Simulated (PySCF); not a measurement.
NMR shielding calculation, with input and output: C5H10O2Si

- system: C5H10O2Si, SMILES C1CC1[C@H]1CO[SiH2]O1
- method: GIAO PBE0/pcSseg-1 NMR shielding, non-relativistic, gas phase (PySCF 2.14.0)

The geometry comes from this level: GFN2-xTB. Figures and captions count atoms from 1; the log counts them from 0 in places.

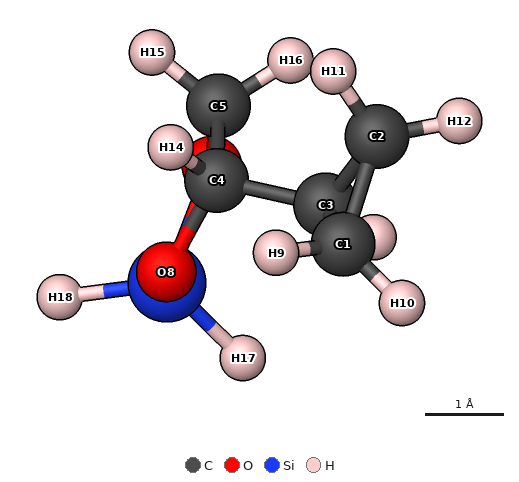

Fig. 1: The input geometry (ball-and-stick view, seen at a tilt; atoms are numbered from 1 in the order of the input). Bond lengths as drawn: C–C 1.50 to 1.55 Å, C–H 1.08 to 1.10 Å, C–O 1.40 to 1.41 Å, H–Si 1.45 Å and O–Si 1.64 Å.

## Results in brief

- outcome: converged
- total energy: −635.947209 hartree
- HOMO: −7.86 eV
- LUMO: 0.68 eV
- dipole moment: 1.05 D
- isotropic shielding, C: 103.7 to 183.5 ppm
- isotropic shielding, O: 276.2 to 309.9 ppm
- isotropic shielding, Si: 352.9 ppm
- isotropic shielding, H: 26.6 to 31.7 ppm
- hardware: 1 CPU thread, shared host
- wall time: 44 s
- peak memory: 1 GiB

Settings chosen away from the usual ones: PBE0/pcSseg-1.

## The input
```
{"job": {"kind": "nmr", "xc": "PBE0", "basis": "pcSseg-1", "pop": true}, "charge": 0, "multiplicity": 1}
C     -2.046263     0.956900    -0.153137
C     -2.159911    -0.535468    -0.192504
C     -0.820602     0.117717    -0.351247
C      0.207980     0.009790     0.748366
C      1.085988    -1.251851     0.569232
O      2.253678    -0.872413    -0.098216
Si     2.503640     0.746447    -0.002548
O      1.078586     1.112716     0.714887
H     -2.167755     1.453383     0.797221
H     -2.417342     1.525407    -0.991552
H     -2.363868    -1.055936     0.731236
H     -2.610971    -0.996981    -1.057546
H     -0.368404     0.117661    -1.335759
H     -0.285669     0.004203     1.726709
H      1.353620    -1.674504     1.543223
H      0.569557    -2.012328    -0.021445
H      2.615277     1.259151    -1.357902
H      3.563699     1.102423     0.925048
```

The first line tells a small driver script what to run in PySCF; the rest is the geometry in Å.

Run as:
```bash
OMP_NUM_THREADS=1 python <driver script> task.json out
```

## What the program printed
```
coarse grid: 15432 points
cycle   1  E = -635.7286647568  dE =  1.407e+00  |g| = 9.033e-01  |ddm| = 3.835e+00
cycle   2  E = -635.5564115896  dE =  1.723e-01  |g| = 1.335e+00  |ddm| = 1.919e+00
cycle   3  E = -635.8764298376  dE = -3.200e-01  |g| = 8.187e-02  |ddm| = 1.281e+00
cycle   4  E = -635.8774401914  dE = -1.010e-03  |g| = 4.149e-02  |ddm| = 9.573e-02
cycle   5  E = -635.8778495946  dE = -4.094e-04  |g| = 7.168e-03  |ddm| = 4.249e-02
cycle   6  E = -635.8778586394  dE = -9.045e-06  |g| = 2.749e-03  |ddm| = 7.438e-03
final grid: 144104 points
cycle   7  E = -635.9471746288  dE = -3.539e-05  |g| = 1.336e-02  |ddm| = 3.144e-02
cycle   8  E = -635.9471361656  dE =  3.846e-05  |g| = 1.982e-02  |ddm| = 2.538e-02
cycle   9  E = -635.9472083214  dE = -7.216e-05  |g| = 1.252e-03  |ddm| = 1.592e-02
cycle  10  E = -635.9472086511  dE = -3.297e-07  |g| = 2.434e-04  |ddm| = 1.257e-03
cycle  11  E = -635.9472086618  dE = -1.067e-08  |g| = 1.070e-04  |ddm| = 3.121e-04
cycle  12  E = -635.9472086638  dE = -1.961e-09  |g| = 3.119e-05  |ddm| = 1.078e-04
cycle  13  E = -635.9472086640  dE = -1.785e-10  |g| = 6.347e-06  |ddm| = 3.031e-05
```

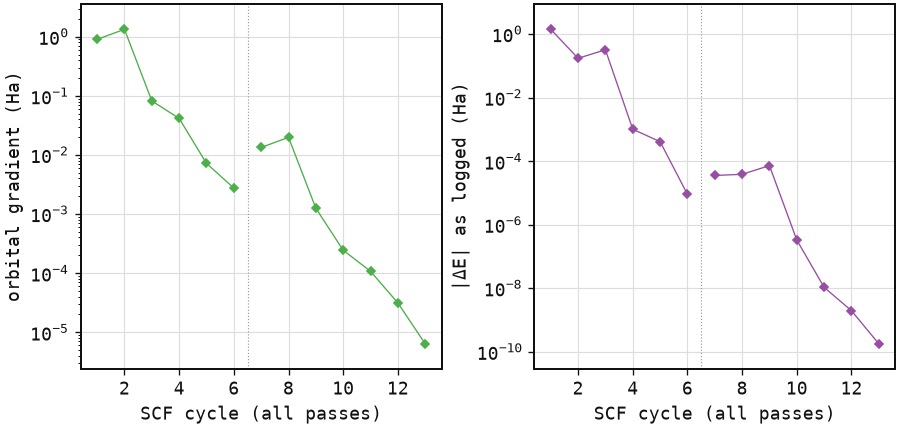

Fig. 2: Convergence of the self-consistent field: orbital gradient and size of the energy change against the SCF cycle. The dotted line marks the change from a coarse to the final integration grid. The first 6 cycles use a coarse grid, the final grid takes over at cycle 7, and the field converges after 13 cycles in all.

```
converged SCF energy = -635.9472086640

GIAO shielding tensors (ppm)
atom      isotropic    diamagn.    paramagn.     s11        s22        s33       span
  0 C      180.341     253.367     -73.026    150.681    177.077    213.266     62.585
  1 C      183.547     254.217     -70.670    157.234    179.565    213.841     56.608
  2 C      166.039     247.391     -81.352    127.445    158.910    211.762     84.317
  3 C      103.662     244.103    -140.440     78.627     96.658    135.702     57.075
  4 C      115.408     246.827    -131.419     89.081    108.724    148.419     59.338
  5 O      309.884     395.233     -85.349    266.353    278.119    385.180    118.827
  6 Si     352.885     881.391    -528.505    330.156    335.760    392.740     62.584
  7 O      276.189     397.525    -121.336    237.622    270.942    320.001     82.379
  8 H       31.260      31.465      -0.205     25.879     28.182     39.719     13.839
  9 H       31.027      30.705       0.321     25.413     26.449     41.219     15.806
 10 H       31.665      31.887      -0.221     26.152     28.827     40.017     13.866
 11 H       31.283      30.880       0.403     25.683     26.539     41.627     15.944
 12 H       30.795      33.007      -2.213     23.940     30.831     37.613     13.673
 13 H       28.448      32.561      -4.113     24.449     28.816     32.078      7.629
 14 H       27.474      30.188      -2.714     22.063     26.837     33.522     11.459
 15 H       27.442      30.878      -3.435     22.839     27.973     31.514      8.675
 16 H       26.566      30.122      -3.556     23.020     23.901     32.779      9.759
 17 H       26.683      29.004      -2.321     22.882     23.486     33.680     10.798
```

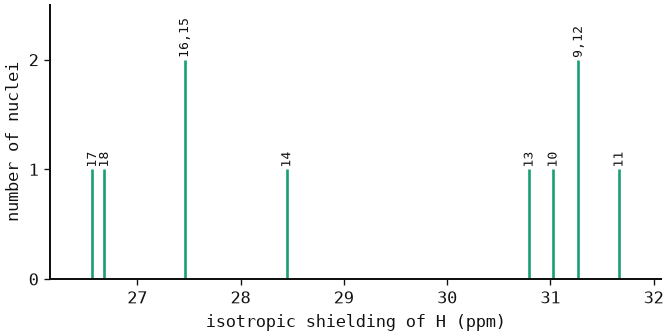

Fig. 3: Isotropic shieldings of the hydrogen nuclei in this fixed geometry, labelled by atom number; shielding grows to the right, so chemical shift grows to the left. The least shielded is H17 (26.6 ppm), the most shielded H11 (31.7 ppm).

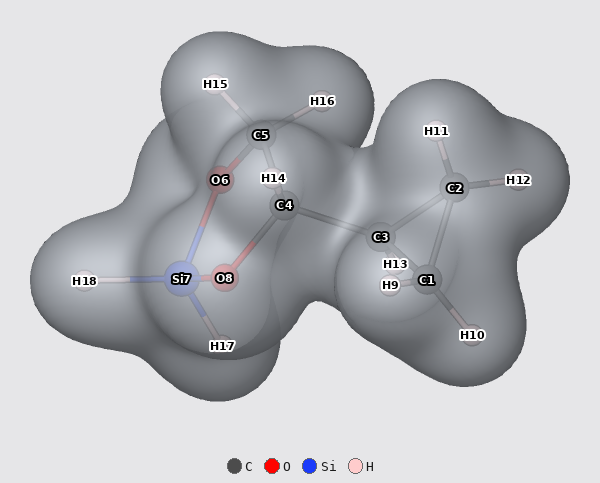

Fig. 4: Isosurface of the electron density at 0.1 e/Å³ (grey), seen at a tilt. At this value the surface is in one piece. On the grid the lowest density along these lines, outside the cores, is 1.8 e/Å³ (C–O, 1.40 Å), 1.6 e/Å³ (C–C, 1.50 Å), 1 e/Å³ (Si–O, 1.64 Å) and 1.9 e/Å³ (C–H, 1.08 Å).

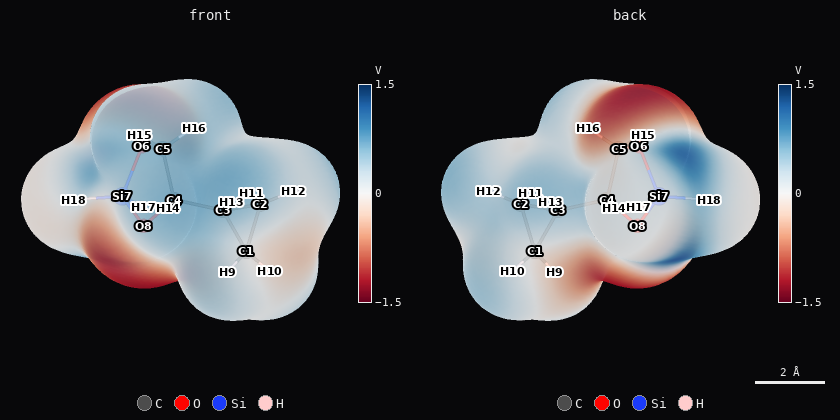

Fig. 5: The molecular electrostatic potential painted on the density surface at 0.001 e/bohr³, seen at a tilt and from behind; the colour scale runs from red (negative) to blue (positive).
